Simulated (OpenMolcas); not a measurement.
## AlClO (charge +1): single-point calculation (part 1 of 3)

- system: AlClO, charge +1, multiplicity 2
- method: M06-2X/STO-3G, UKS (OpenMolcas 26.06)

The run did not end well. The geometry is that of the parent species in another charge or spin state. The geometry comes from this level: GFN2-xTB.

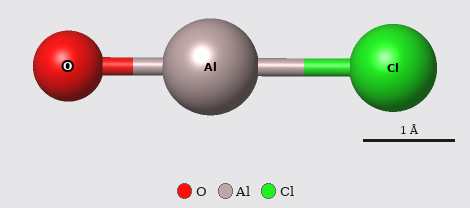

**Figure 1.** The input geometry (ball-and-stick view, seen at a tilt). Sticks mark near contacts. Bond lengths as drawn: Al–Cl 2.01 Å and Al–O 1.57 Å.

**Input file**
```
&GATEWAY
  BasLib = $CurrDir
  Coord
  3
  angstrom
  O        0.107470       1.694260       0.245960
  Al       0.009340       0.147220       0.021380
  Cl      -0.116820      -1.841490      -0.267330
  Basis = STO-3G
  Group = NoSym

&SEWARD
  GridInput
  Grid=UltraFine
  End of Grid

&SCF
  UHF
  Charge = 1
  Spin = 2
  KSDFT = M062X
  Thresholds = 1e-10 1e-07 1e-07 1e-05
  PrOrbitals = 1 1
```

Machine: 1 thread of Intel Xeon (Sapphire Rapids), 64 GiB of memory available, shared host.

Launched with:
```bash
export MOLCAS_MEM=1860
pymolcas test.input > test.log
```

**The program's output**
```
--- Start Module: gateway ---

                                              &GATEWAY

                       available to each process: 1.9 GB of memory, 1 thread

 Basis Set     1 Label: O.STO-3G
 Basis set is read from library:.
 basistype.tbl is not found

 Basis Set     2 Label: AL.STO-3G
 Basis set is read from library:.
 basistype.tbl is not found

 Basis Set     3 Label: CL.STO-3G
 Basis set is read from library:.
 basistype.tbl is not found

++    Symmetry information:
      ---------------------

                    Character Table for C1

                             E
                    a        1  x, y, xy, Rz, z, xz, Ry, yz, Rx, I
--

++    Basis set information:
      ----------------------

      Basis set label: O.STO-3G.........

      Electronic valence basis set:
      ------------------
      Associated Effective Charge   8.000000 au
      Associated Actual Charge      8.000000 au
      Nuclear Model: Point charge

      Shell  nPrim  nBasis  Cartesian Spherical Contaminant
         s       6       2        X
         p       3       1        X

      Basis set label: AL.STO-3G.........

      Electronic valence basis set:
      ------------------
      Associated Effective Charge  13.000000 au
      Associated Actual Charge     13.000000 au
      Nuclear Model: Point charge

      Shell  nPrim  nBasis  Cartesian Spherical Contaminant
         s       9       3        X
         p       6       2        X

      Basis set label: CL.STO-3G.........

      Electronic valence basis set:
      ------------------
      Associated Effective Charge  17.000000 au
      Associated Actual Charge     17.000000 au
      Nuclear Model: Point charge

      Shell  nPrim  nBasis  Cartesian Spherical Contaminant
         s       9       3        X
         p       6       2        X
--

++    Molecular structure info:
      -------------------------

                    ************************************************
                    **** Cartesian Coordinates / bohr, angstrom ****
                    ************************************************

     Center  Label                x              y              z                     x              y              z
        1      O1               0.203089       3.201687       0.464797              0.107470       1.694260       0.245960
        2      AL2              0.017650       0.278205       0.040402              0.009340       0.147220       0.021380
        3      CL3             -0.220758      -3.479912      -0.505180             -0.116820      -1.841490      -0.267330

                    ***************************************
                    *    InterNuclear Distances / bohr    *
                    ***************************************

               1 O1            2 AL2           3 CL3
    1 O1       0.000000
    2 AL2      2.959940        0.000000
    3 CL3      6.764929        3.804989        0.000000

                    *******************************************
                    *    InterNuclear Distances / angstrom    *
                    *******************************************

               1 O1            2 AL2           3 CL3
    1 O1       0.000000
    2 AL2      1.566333        0.000000
    3 CL3      3.579846        2.013514        0.000000
--

            Nuclear Potential Energy            113.32116476 au

--- Stop Module: gateway /rc=_RC_ALL_IS_WELL_ ---

--- Start Module: seward ---

                                              &SEWARD

                       available to each process: 1.9 GB of memory, 1 thread

               SEWARD will generate:
                  Multipole Moment integrals up to order  2
                  Kinetic Energy integrals
                  Nuclear Attraction integrals (point charge)
                  One-Electron Hamiltonian integrals
                  Velocity integrals
                  Orbital angular momentum around ( -0.0513  -0.8079  -0.1173 )
                  Velocity quadrupole around ( -0.0513  -0.8079  -0.1173 )
                  Two-Electron Repulsion integrals

                   Integrals are discarded if absolute value <: 1.00E-14
                   Integral cutoff threshold is set to       <: 1.00E-16

            Nuclear Potential Energy            113.32116476 au

      Basis set specifications :
      Symmetry species         a
      Basis functions           23

--- Stop Module: seward /rc=_RC_ALL_IS_WELL_ ---

--- Start Module: scf ---

                                                &SCF

                       available to each process: 1.9 GB of memory, 1 thread

++    Input section:
      --------------

      Header of the integral files:

      Cartesian coordinates in angstrom:
      -----------------------------------------------------
      No.  Label        X            Y            Z
      -----------------------------------------------------
       1   O1         0.10747000   1.69426000   0.24596000
       2   AL2        0.00934000   0.14722000   0.02138000
       3   CL3       -0.11682000  -1.84149000  -0.26733000
      -----------------------------------------------------
      Nuclear repulsion energy =  113.32116476
--

++    Orbital specifications:
      -----------------------

      Symmetry species               1
                                     a
      Frozen orbitals                0
      Start temperature = 0.500
      End temperature   = 0.010
      Temperature Factor= 0.460
      Deleted orbitals               0
      Total number of orbitals      23
      Number of basis functions     23
--

      Molecular charge                           1.000

      Numerical integration parameters
      --------------------------------
      Radial quadrature type:                         MHL
      Size of radial grid:                            99
      Lebedev angular grid:                           41
      Angular grid pruned with the crowding factor:  1.00E+10
                                 and fading factor:  1.00E+01
      Screening threshold for integral computation:   1.00E-11
      Radial quadrature accuracy:                     1.00E-25
      Maximum batch size:                             128
      AO values are stored on disk
      The same grid will be used for all iterations.

      DFT functional specifications
      -----------------------------
      Using Libxc version: 6.2.2
      Please cite the following reference:
      S. Lehtola, C. Steigemann, M. J.T. Oliveira, and M. A.L. Marques.,  SoftwareX 7, 1–5 (2018) doi:10.1016/j.softx.2017.11.002

      * Minnesota M06-2X hybrid exchange functional
        - Y. Zhao and D. G. Truhlar.,  Theor. Chem. Acc. 120, 215 (2008) doi:10.1007/s00214-007-0310-x
      * Minnesota M06-2X correlation functional
        - Y. Zhao and D. G. Truhlar.,  Theor. Chem. Acc. 120, 215 (2008) doi:10.1007/s00214-007-0310-x

++    Optimization specifications:
      ----------------------------

      SCF Algorithm: Conventional USCF
      D(i)-D(i-1) density differences are used
      Number of density matrices in core                 5
      Maximum number of NDDO SCF iterations            400
      Maximum number of HF SCF iterations              400
      Threshold for SCF energy change             1.00E-10
      Threshold for density matrix                1.00E-07
      Threshold for Fock matrix                   1.00E-07
      Threshold for linear dependence             1.00E-09
      Threshold at which DIIS is turned on        1.50E-01
      Maximum depth in the DIIS procedure                5
      Maximum depth in the BFGS Hessian update          30
      Threshold at which QNR/C2DIIS is turned on  7.50E-02
      Threshold for Norm(delta) (QNR/C2DIIS)      1.00E-05
      All orbitals punched on: UHFORB
--

      Input vectors read from INPORB
      Orbital file label: *Guess orbitals

++ Convergence information
                               UHF M062X      iterations: Energy and convergence statistics

Iter     Tot. M062X      One-elec.       Two-elec.     Energy      Max Dij or  Max Fij      DNorm      TNorm      AccCon     Time
         Energy          Energy          Energy        Change      Delta Norm                                                in Sec.
   1  -765.582882700 -1305.396156231   426.492108771   0.00E+00    8.72E-02*   7.04E-01*    9.83E+00   1.15E+02   None         0.
   2  -767.582691664 -1307.980942168   427.077085743  -2.00E+00*   5.03E-01*   1.51E-01*    3.86E+00   1.15E+02   EDIIS        0.
   3  -766.642745775 -1304.821758258   424.857847722   9.40E-01*   1.39E-01*   2.40E-01*    2.97E+00   1.14E+02   EDIIS        0.
   4  -768.494703457 -1308.158434595   426.342566377  -1.85E+00*   2.42E-01*   6.30E-02*    2.47E+00   1.15E+02   EDIIS        0.
   5  -768.559202049 -1307.220668066   425.340301257  -6.45E-02*   2.66E-01*   8.64E-02*    1.20E+00   1.15E+02   EDIIS        0.
   6  -768.569172556 -1308.009212787   426.118875470  -9.97E-03*   1.10E-01*   9.58E-02*    1.02E+00   1.15E+02   EDIIS        0.
   7  -768.601246735 -1307.680082841   425.757671346  -3.21E-02*   9.98E-02*   3.60E-02*    4.61E-01   1.15E+02   EDIIS        0.
   8  -768.598792951 -1307.752931681   425.832973969   2.45E-03*   2.88E-02*   1.99E-02*    3.88E-01   1.15E+02   EDIIS        0.
   9  -768.605038667 -1307.706094403   425.779890976  -6.25E-03*   1.53E-02*   4.60E-03*    9.22E-02   1.15E+02   EDIIS        0.
  10  -768.605108170 -1307.702706858   425.776433928  -6.95E-05*   1.36E-02*   4.52E-03*    5.66E-02   1.15E+02   EDIIS        0.
  11  -768.606390723 -1307.713210555   425.785655072  -1.28E-03*   2.35E-02*   7.62E-03*    1.85E-01   1.15E+02   EDIIS        0.
  12  -768.668577332 -1307.705419814   425.715677722  -6.22E-02*   1.25E-01*   3.36E-02*    1.04E+00   1.15E+02   EDIIS        0.
  13  -768.671727096 -1307.751532519   425.758640662  -3.15E-03*   3.78E-02*   1.02E-02*    2.35E-01   1.15E+02   EDIIS        0.

       Fermi aufbau procedure completed!
      nOcc(alpha)=   19
      nOcc(beta) =   18
```
